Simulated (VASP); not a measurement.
# AlCl2 with PBE + D3: from relaxation to properties, part 2 of 3

Wanted: the relaxed cell of AlCl2 and its properties. The cell is generated by rule, not measured, and may not be a known phase. Left out of this account: 2 further runs (elastic: elastic constants of a metal on too coarse a mesh; relaxation: a spoilt try).

VASP 6.6.1; PBE with D3; plane waves and PAW (Al, Cl); invented cell.

Still holding for the runs below: This run has no spin polarisation. Its electron count is odd, so without a moment it is a metal by construction. The k-mesh is coarse for a metal.

So far. Step 2 (Full relaxation (PBE + D3)): It ends with a largest force of 0.006 eV/Å and a pressure of 0.03 GPa. The relaxed cell has a = 4.679, c = 3.375 Å (conventional setting).

### Step 3. Second relaxation

The basis stayed that of the start cell while the cell moved. A rerun from the cell reached resets it; the error of the finite cutoff stays. The mesh changes with the cell too.

INCAR

```
SYSTEM = AlCl2
PREC = Accurate
ENCUT = 400
EDIFF = 1E-06
NELM = 100
ISMEAR = 0
SIGMA = 0.05
LREAL = .FALSE.
ALGO = Normal
GGA = PE
IVDW = 11
LORBIT = 11
LWAVE = .FALSE.
LCHARG = .FALSE.
IBRION = 2
NSW = 60
ISIF = 3
EDIFFG = -0.01
```

POSCAR

```
AlCl2
1.0
    4.6786175515      0.0000000000      0.0000000000
    0.0000000000      4.6786175515      0.0000000000
    0.0000000000      0.0000000000      3.3745644723
Al Cl
1 2
Direct
    0.0000000000      0.0000000000      0.4708600667
    0.5000000000      0.0000000000      0.3871048017
    0.0000000000      0.5000000000      0.3871048017
```

KPOINTS

```
Automatic mesh
0
Gamma
4 4 6
0 0 0
```

The projector-augmented-wave data sets are Al and Cl (PBE family, release 64).

The run is started by

```
$ mpirun -np 1 vasp_std
```

The program printed:

```text
[... set-up lines as in an earlier step ...]
 entering main loop
       N       E                     dE             d eps       ncg     rms          rms(c)
DAV:   1     0.886891503282E+02    0.88689E+02   -0.60858E+03   576   0.934E+02
DAV:   2    -0.272255905946E+01   -0.91412E+02   -0.85400E+02   824   0.188E+02
DAV:   3    -0.990589839235E+01   -0.71833E+01   -0.71441E+01   712   0.633E+01
DAV:   4    -0.100118416380E+02   -0.10594E+00   -0.10586E+00   740   0.913E+00
DAV:   5    -0.100143714572E+02   -0.25298E-02   -0.25294E-02   720   0.139E+00    0.839E+00
DAV:   6    -0.968132439305E+01    0.33305E+00   -0.58489E-01   672   0.480E+00    0.499E+00
DAV:   7    -0.964718985041E+01    0.34135E-01   -0.20446E-01   676   0.279E+00    0.144E+00
DAV:   8    -0.964557487470E+01    0.16150E-02   -0.22945E-02   680   0.104E+00    0.149E-01
DAV:   9    -0.964558037032E+01   -0.54956E-05   -0.16577E-03   704   0.297E-01    0.687E-02
DAV:  10    -0.964559564207E+01   -0.15272E-04   -0.93099E-05   712   0.764E-02    0.231E-02
DAV:  11    -0.964561616149E+01   -0.20519E-04   -0.32472E-05   640   0.453E-02    0.114E-02
DAV:  12    -0.964561720110E+01   -0.10396E-05   -0.30106E-06   688   0.129E-02    0.237E-03
DAV:  13    -0.964561704549E+01    0.15561E-06   -0.11125E-07   388   0.283E-03
   1 F= -.10037214E+02 E0= -.10035676E+02  d E =-.100372E+02
 curvature:   0.00 expect dE= 0.000E+00 dE for cont linesearch  0.000E+00
 trial: gam= 0.00000 g(F)=  0.208E-03 g(S)=  0.582E-02 ort = 0.000E+00 (trialstep = 0.100E+01)
 search vector abs. value=  0.603E-02
 bond charge predicted
       N       E                     dE             d eps       ncg     rms          rms(c)
DAV:   1    -0.968048931280E+01   -0.34872E-01   -0.49309E-01   616   0.527E+00    0.997E-01
DAV:   2    -0.965767766167E+01    0.22812E-01   -0.49200E-02   620   0.155E+00    0.264E-01
DAV:   3    -0.965560537333E+01    0.20723E-02   -0.10039E-02   588   0.654E-01    0.227E-01
DAV:   4    -0.965552126764E+01    0.84106E-04   -0.14549E-04   680   0.101E-01    0.163E-01
DAV:   5    -0.965541871885E+01    0.10255E-03   -0.21160E-04   656   0.105E-01    0.150E-02
DAV:   6    -0.965541896320E+01   -0.24435E-06   -0.76266E-06   656   0.225E-02
   2 F= -.10040568E+02 E0= -.10039010E+02  d E =-.335409E-02
[... from here on, the cycles between the ionic steps are left out ...]
   3 F= -.10040617E+02 E0= -.10039084E+02  d E =-.340253E-02
   4 F= -.10042152E+02 E0= -.10040643E+02  d E =-.153483E-02
   5 F= -.10043344E+02 E0= -.10041894E+02  d E =-.272725E-02
   6 F= -.10043355E+02 E0= -.10041910E+02  d E =-.273775E-02
   7 F= -.10044066E+02 E0= -.10042652E+02  d E =-.711423E-03
   8 F= -.10045953E+02 E0= -.10044628E+02  d E =-.259852E-02
   9 F= -.10048718E+02 E0= -.10047517E+02  d E =-.536341E-02
  10 F= -.10050773E+02 E0= -.10049641E+02  d E =-.741833E-02
  11 F= -.10050998E+02 E0= -.10049837E+02  d E =-.224980E-03
  12 F= -.10051158E+02 E0= -.10050011E+02  d E =-.384630E-03
 curvature:  -1.93 expect dE=-0.128E-03 dE for cont linesearch -0.952E-08
 trial: gam= 0.15647 g(F)=  0.167E-05 g(S)=  0.646E-04 ort =-0.395E-05 (trialstep = 0.147E+01)
 search vector abs. value=  0.142E-03
 bond charge predicted
       N       E                     dE             d eps       ncg     rms          rms(c)
DAV:   1    -0.967339095862E+01   -0.11840E-02   -0.16628E-02   592   0.905E-01    0.109E-01
DAV:   2    -0.967310438316E+01    0.28658E-03   -0.93594E-04   660   0.235E-01    0.405E-02
DAV:   3    -0.967304601330E+01    0.58370E-04   -0.15689E-04   620   0.818E-02    0.246E-02
DAV:   4    -0.967303843709E+01    0.75762E-05   -0.68192E-06   716   0.196E-02    0.132E-02
DAV:   5    -0.967303525810E+01    0.31790E-05   -0.44058E-06   640   0.139E-02    0.262E-03
DAV:   6    -0.967303519536E+01    0.62740E-07   -0.18072E-07   304   0.375E-03
  13 F= -.10051232E+02 E0= -.10050090E+02  d E =-.743897E-04
 trial-energy change:   -0.000074  1 .order   -0.000075   -0.000096   -0.000054
 step:   3.3478(harm=  3.3478)  dis= 0.00277  next Energy=   -10.051267 (dE=-0.110E-03)
 reached required accuracy - stopping structural energy minimisation
```

It took 1.7 min on 1 MPI rank of AMD EPYC 7R43, shared host; peak memory 0.13 GiB.

From OUTCAR (step 3):

```text
  LATTYP: Found a simple tetragonal cell.
 ALAT       =     4.6786175515
 C/A-ratio  =     0.7212738454

The static configuration has the point symmetry C_4v.

 Found     24 irreducible k-points:

   k-points           NKPTS =     24   k-points in BZ     NKDIM =     24   number of bands    NBANDS=     12

   dimension x,y,z NGX =    32 NGY =   32 NGZ =   24
   dimension x,y,z NGXF=    64 NGYF=   64 NGZF=   48

   ENCUT  =  400.0 eV  29.40 Ry    5.42 a.u.   7.63  7.63  5.50*2*pi/ulx,y,z

   NELECT =      17.0000    total number of electrons

 Edisp (eV)   -0.37895

 E-fermi :   2.7104

 k-point     1 :       0.0000    0.0000    0.0000
  band No.  band energies     occupation
    ...
      5      -0.3189      2.00000
      6      -0.2252      2.00000
      7      -0.2252      2.00000
      8      -0.2086      2.00000
      9       0.5014      2.00000
     10       7.1962      0.00000
     11       8.3162      0.00000
     12       9.5598      0.00000

 k-point     2 :       0.2500    0.0000    0.0000
  band No.  band energies     occupation
    ...
      5      -0.8258      2.00000
      6      -0.5680      2.00000
      7      -0.1944      2.00000
      8       0.3875      2.00000
      9       1.3507      2.00000
     10       7.7512      0.00000
     11       8.9898      0.00000
     12       9.1212      0.00000

 Edisp (eV)   -0.37820

  Total       0.01737     0.01737     0.02521     0.00000     0.00000    -0.00000
  in kB       0.36369     0.36369     0.52807     0.00000     0.00000    -0.00000
  external pressure =        0.42 kB  Pullay stress =        0.00 kB

  energy-cutoff  :      400.00
  volume of cell :       76.50
      direct lattice vectors                 reciprocal lattice vectors
     4.722997077  0.000000000 -0.000000000     0.211729964  0.000000000 -0.000000000
     0.000000000  4.722997077  0.000000000     0.000000000  0.211729964  0.000000000
     0.000000000  0.000000000  3.429387745     0.000000000  0.000000000  0.291597240

 POSITION                                       TOTAL-FORCE (eV/Angst)
 -----------------------------------------------------------------------------------
      0.00000      0.00000      1.43881        -0.000000      0.000000     -0.003729
      2.36150      0.00000      1.41551         0.000000     -0.000000      0.001864
      4.72300      2.36150      1.41551         0.000000     -0.000000      0.001864
 -----------------------------------------------------------------------------------
    total drift:                                0.000000     -0.000000     -0.001327

  FREE ENERGIE OF THE ION-ELECTRON SYSTEM (eV)
  ---------------------------------------------------
  free  energy   TOTEN  =       -10.0512319400 eV

  energy  without entropy=      -10.0489485922  energy(sigma->0) =      -10.05009027

 total charge
# of ion       s       p       d       tot
------------------------------------------
    1        0.433   0.241   0.000   0.674
    2        1.605   3.531   0.000   5.135
    3        1.605   3.531   0.000   5.135
--------------------------------------------------
tot          3.642   7.303   0.000  10.945

[... 2 parts as in an earlier step ...]

[... 7 further parts left out ...]
```

The steps of the relaxation:

```tsv
step	energy less that of the first step (eV)	largest force (eV/Å)	pressure (GPa)	volume (Å³)
1	0.0000	0.0536	0.75	73.87
2	-0.0034	0.0806	0.08	75.11
3	-0.0034	0.0849	-0.03	75.32
4	-0.0049	0.0792	-0.05	75.69
5	-0.0061	0.0698	-0.06	76.36
6	-0.0061	0.0692	-0.05	76.43
7	-0.0069	0.0652	-0.04	76.43
8	-0.0087	0.0546	-0.02	76.46
9	-0.0115	0.0359	-0.01	76.51
10	-0.0136	0.0083	-0.15	76.61
11	-0.0138	0.0021	0.22	76.21
12	-0.0139	0.0048	0.07	76.37
13	-0.0140	0.0037	0.04	76.50
```

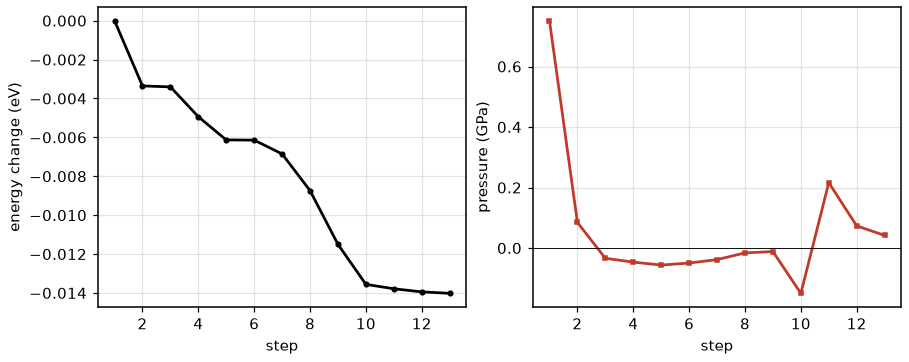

Energy and pressure along the relaxation.

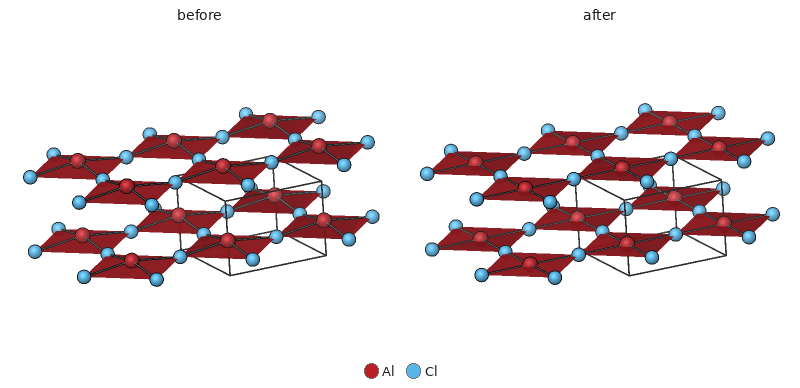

Before and after, at one scale.

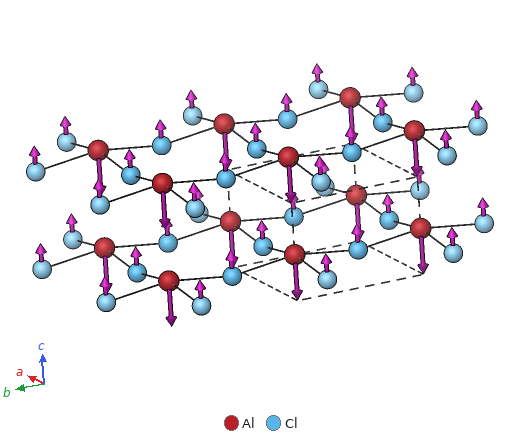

Displacements in the relaxation, exaggerated, measured against the changing cell; the longest in the cell stands for 0.18 Å. 1×2×2 cells are drawn. Some periodic images of atoms are drawn too.

```tsv
conventional cell, symmetrised	before	after	change
a (Å)	4.679	4.723	+0.9 %
b (Å)	4.679	4.723	+0.9 %
c (Å)	3.375	3.429	+1.6 %
volume (Å³/atom)	24.62	25.50	+3.6 %
```

The atoms that moved most (Å, as changes of fractional coordinates times the final cell):

```tsv
atom	dx	dy	dz	length
Al1	0.000	0.000	-0.176	0.176
Cl2	0.000	0.000	0.088	0.088
Cl3	0.000	0.000	0.088	0.088
```

The relaxed structure:

```xyz
3
Lattice="4.7230 0.0000 0.0000 0.0000 4.7230 0.0000 0.0000 0.0000 3.4294" Properties=species:S:1:pos:R:3 pbc="T T T"
Al    0.0000    0.0000    1.4388
Cl    2.3615    0.0000    1.4155
Cl    0.0000    2.3615    1.4155
```

This step gave:

```
irreducible k-points            : 24
Fermi energy                    : 2.710 eV
pressure                        : 0.04185 GPa
SCF cycles over all ionic steps : 89
```

It ends with a largest force of 0.004 eV/Å and a pressure of 0.04 GPa.

### Step 4. Single point with fields (PBE + D3)

The relaxed cell gets a fresh self-consistent run, on a basis set for its own volume, to fix the density and to check the remaining stress.

INCAR: that of step 3 with these lines changed.

```diff
@@ -13,6 +13,5 @@
 LWAVE = .FALSE.
-LCHARG = .FALSE.
-IBRION = 2
-NSW = 60
-ISIF = 3
-EDIFFG = -0.01
+LCHARG = .TRUE.
+ISIF = 2
+LELF = .TRUE.
+LVHAR = .TRUE.
```

POSCAR

```
AlCl2
1.0
    4.7229970768      0.0000000000      0.0000000000
    0.0000000000      4.7229970768      0.0000000000
    0.0000000000      0.0000000000      3.4293877446
Al Cl
1 2
Direct
    0.0000000000      0.0000000000      0.4195541883
    0.5000000000      0.0000000000      0.4127577409
    0.0000000000      0.5000000000      0.4127577409
```

KPOINTS is that of step 3.

The run is started by

```
$ mpirun -np 1 vasp_std
```

The program printed:

```text
[... set-up lines as in an earlier step ...]
 entering main loop
       N       E                     dE             d eps       ncg     rms          rms(c)
DAV:   1     0.910919425576E+02    0.91092E+02   -0.59854E+03   576   0.927E+02
DAV:   2    -0.272314610950E+01   -0.93815E+02   -0.89018E+02   848   0.188E+02
DAV:   3    -0.995662654395E+01   -0.72335E+01   -0.71866E+01   700   0.617E+01
DAV:   4    -0.100606597025E+02   -0.10403E+00   -0.10391E+00   744   0.907E+00
DAV:   5    -0.100631771727E+02   -0.25175E-02   -0.25170E-02   712   0.138E+00    0.818E+00
DAV:   6    -0.971471890156E+01    0.34846E+00   -0.61367E-01   656   0.486E+00    0.493E+00
DAV:   7    -0.967595300746E+01    0.38766E-01   -0.21239E-01   660   0.281E+00    0.143E+00
DAV:   8    -0.967392172034E+01    0.20313E-02   -0.22503E-02   728   0.103E+00    0.171E-01
DAV:   9    -0.967392152679E+01    0.19355E-06   -0.16084E-03   688   0.294E-01    0.740E-02
DAV:  10    -0.967393829487E+01   -0.16768E-04   -0.86025E-05   732   0.737E-02    0.258E-02
DAV:  11    -0.967396144226E+01   -0.23147E-04   -0.37001E-05   656   0.474E-02    0.109E-02
DAV:  12    -0.967396250506E+01   -0.10628E-05   -0.29953E-06   672   0.129E-02    0.237E-03
DAV:  13    -0.967396240114E+01    0.10393E-06   -0.17676E-07   420   0.352E-03
   1 F= -.10052159E+02 E0= -.10051017E+02  d E =-.228340E-02
```

Wall time 20 s (1 MPI rank); peak memory 0.14 GiB.

Parts of OUTCAR (step 4):

```text
  LATTYP: Found a simple tetragonal cell.
 ALAT       =     4.7229970768
 C/A-ratio  =     0.7261041429

The static configuration has the point symmetry C_4v.

 Found     24 irreducible k-points:

   ENCUT  =  400.0 eV  29.40 Ry    5.42 a.u.   7.70  7.70  5.59*2*pi/ulx,y,z

   NELECT =      17.0000    total number of electrons

 E-fermi :   2.7103

 k-point     1 :       0.0000    0.0000    0.0000
  band No.  band energies     occupation
    ...
      5      -0.3188      2.00000
      6      -0.2252      2.00000
      7      -0.2252      2.00000
      8      -0.2086      2.00000
      9       0.5015      2.00000
     10       7.1963      0.00000
     11       8.3161      0.00000
     12       9.5599      0.00000

 k-point     2 :       0.2500    0.0000    0.0000
  band No.  band energies     occupation
    ...
      5      -0.8257      2.00000
      6      -0.5680      2.00000
      7      -0.1945      2.00000
      8       0.3875      2.00000
      9       1.3506      2.00000
     10       7.7512      0.00000
     11       8.9900      0.00000
     12       9.1210      0.00000

 Edisp (eV)   -0.37820

  Total       0.01111     0.01111     0.01838     0.00000     0.00000    -0.00000
  in kB       0.23260     0.23260     0.38497     0.00000     0.00000    -0.00000
  external pressure =        0.28 kB  Pullay stress =        0.00 kB

  energy-cutoff  :      400.00
  volume of cell :       76.50
      direct lattice vectors                 reciprocal lattice vectors
     4.722997077  0.000000000  0.000000000     0.211729964  0.000000000  0.000000000
     0.000000000  4.722997077  0.000000000     0.000000000  0.211729964  0.000000000
     0.000000000  0.000000000  3.429387745     0.000000000  0.000000000  0.291597240

 POSITION                                       TOTAL-FORCE (eV/Angst)
 -----------------------------------------------------------------------------------
      0.00000      0.00000      1.43881        -0.000000      0.000000     -0.003917
      2.36150      0.00000      1.41551        -0.000000     -0.000000      0.001958
      0.00000      2.36150      1.41551         0.000000      0.000000      0.001958
 -----------------------------------------------------------------------------------
    total drift:                                0.000000      0.000000     -0.000694

  FREE ENERGIE OF THE ION-ELECTRON SYSTEM (eV)
  ---------------------------------------------------
  free  energy   TOTEN  =       -10.0521591458 eV

  energy  without entropy=      -10.0498757413  energy(sigma->0) =      -10.05101744

 total charge
# of ion       s       p       d       tot
------------------------------------------
    1        0.433   0.241   0.000   0.674
    2        1.605   3.531   0.000   5.136
    3        1.605   3.531   0.000   5.136
--------------------------------------------------
tot          3.642   7.303   0.000  10.946

[... 4 parts as in an earlier step ...]

[... 6 further parts left out ...]
```

Numbers from this step:

```
SCF cycles : 13
pressure   : 0.02834 GPa
```

Valence electrons inside each PAW sphere by angular momentum. Sphere charges, by row:

```tsv
atom	s (e)	p (e)	d (e)	tot (e)
Al1	0.433	0.241	0	0.674
Cl2	1.605	3.531	0	5.136
Cl3	1.605	3.531	0	5.136
```

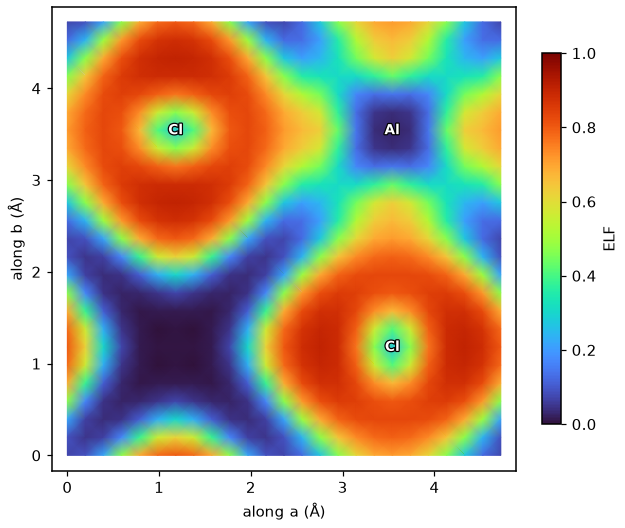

ELF in the ab plane at fractional z = 0.413, with atoms of Al and Cl within 0.2 Å of it. It is the smooth field of the valence electrons, not physical close to the nuclei. The map starts off the cell's origin, so that atoms lie inside it.

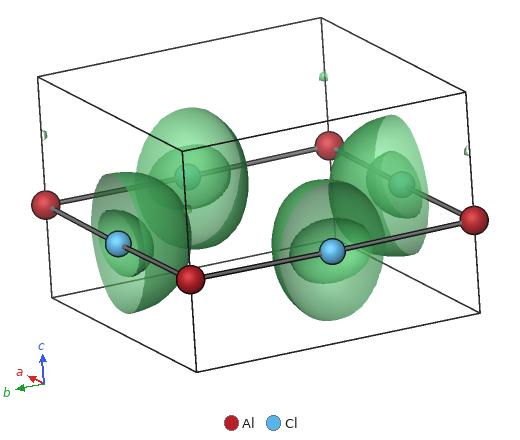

Surface of ELF = 0.82.

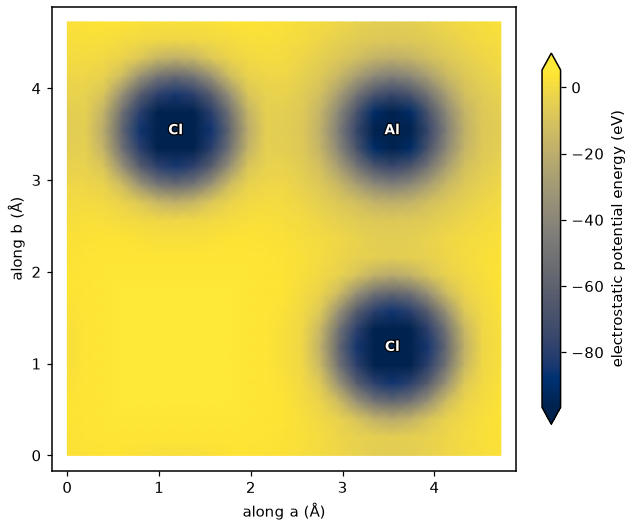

Electrostatic potential energy in the ab plane at fractional z = 0.413, with atoms of Al and Cl within 0.2 Å of it. With pseudopotentials it is smooth inside the atoms' cores, unlike the true potential. The map starts off the cell's origin, so that atoms lie inside it.

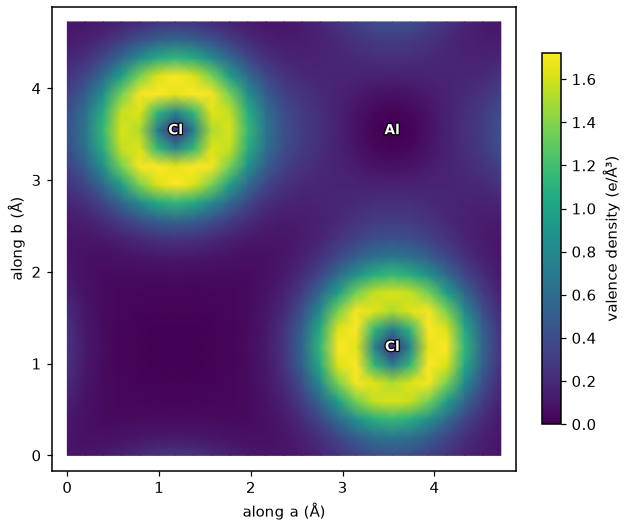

Valence density in the ab plane at fractional z = 0.413, with atoms of Al and Cl within 0.2 Å of it. It is the smooth field of the valence electrons, not physical close to the nuclei. The map starts off the cell's origin, so that atoms lie inside it.

In this run the pressure is 0.03 GPa, small enough to go on.

(Part 2 of 3 ends here.)

[Lines on the potential files, build, host, timing and source positions are cut from VASP's logs without a mark.]

[Logs are printed without paths, hosts, clocks, repeated set-up lines and the standing remarks that a program may print on its own settings, such as how far it seeks lower states.]

[Hosts, paths, dates, database ids (printed as entryN), source tags and the programs' standing remarks are cut or masked in the printed files.]

[A measured line is paired with the nearest computed mode of its activity, which favours agreement.]

[In band tables of VASP the shares of atoms and orbitals are scaled to a sum of 1 inside the atoms' spheres.]
